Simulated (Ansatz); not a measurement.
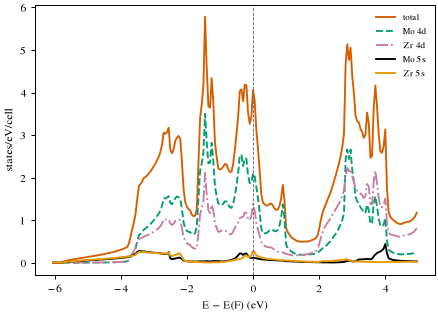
Figure: Total and projected density of states of ZrMo (CsCl type, space group No. 221), PBEsol (plane waves, PAW; program Ansatz)

Problem. Which orbitals carry the states next to the Fermi level?

Solution. Within 0.5 eV of the Fermi level: Mo 4d 57 %, Zr 4d 29 %. Projections are on Löwdin-orthogonalised atomic valence shells; empty p or d shells of many metals are not among them.

Problem. Where is the tallest occupied peak in this window, and what makes it?

Solution. Near -1.4 eV, about 5.8 states/eV per cell; the largest projected share is Mo 4d.

Space group Pm-3m (CsCl type). The start of the workflow was typed in or built on a structure type; neither database checked (COD, Materials Project) lists it. Its standing as an ambient phase is unchecked. Symmetry was held in the PBEsol relaxation; whether a distortion lowers the energy is not shown. No spin polarisation was allowed. Spin–orbit coupling is left out wherever it is not named.

Potentials: the later of the program's two PAW sets.
